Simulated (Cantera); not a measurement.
A closed system holds: 1 mol CO2, 0.16 mol H2, held at 1.33 mbar.

These are equilibrium values from Cantera (NASA tables, ideal gas, pure condensed phases), not measurements of a reactor. Candidate condensed phases: C, C6H6, C7H8, C8H18, H2O; 110 gas species. The numbers say what is thermodynamically allowed, not how fast it happens.

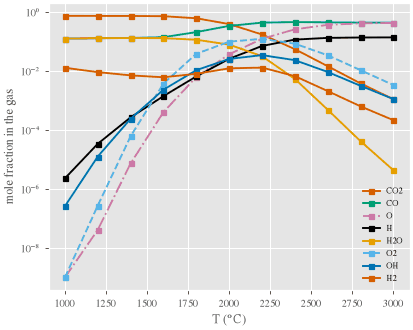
Equilibrium gas composition (values under 1e-9 drawn at 1e-9)

**Question.** Read off the mole fractions at 2802 °C.

**Answer.** CO about 0.44, O about 0.41, H about 0.14, O2 about 0.011, CO2 about 0.0038, OH about 0.0031, H2 about 0.00063, H2O about 4.1e-5.
